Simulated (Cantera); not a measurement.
Charge: 1 mol SrCl₂, 0.19 mol HCl, 0.74 mol H₂, equilibrated at 4.20 mbar.

Cantera equilibrium calculation (NASA polynomials, part measured and part estimated; ideal gas, pure solids and liquids). Candidate condensed phases: Sr, SrCl₂; 8 gas species. Kinetics and transport are ignored.

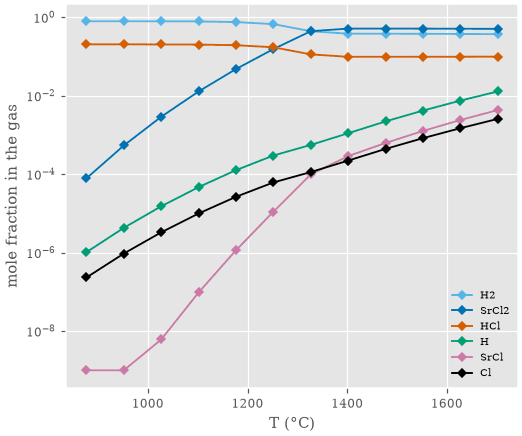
Fig. 1. Equilibrium gas composition (values under 1e-9 drawn at 1e-9)

Task: Read off the mole fractions at 1327 °C.

Result: SrCl₂ about 0.44, H₂ about 0.44, HCl about 0.11, H about 0.00056, Cl about 0.00011, SrCl about 9.9e-5.
